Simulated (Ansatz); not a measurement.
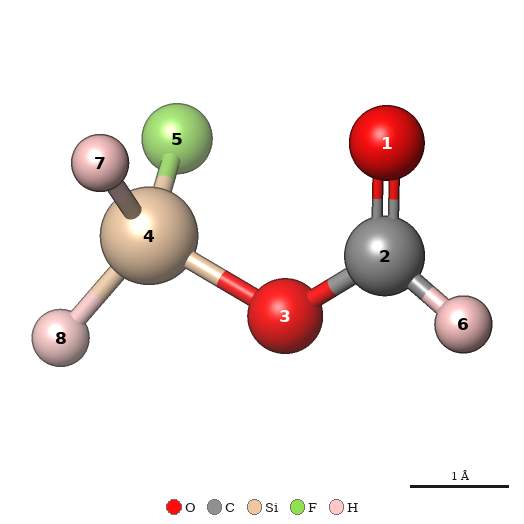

Orthographic view. Depth is shown by fading: the farther an atom, the more it takes the colour of the background. Computed geometry: PBE0-D4/def2-TZVP optimisation.

Write the connection table.

O1: C2
C2: O1, O3, H6
O3: C2, Si4
Si4: O3, F5, H7, H8
F5: Si4
H6: C2
H7: Si4
H8: Si4
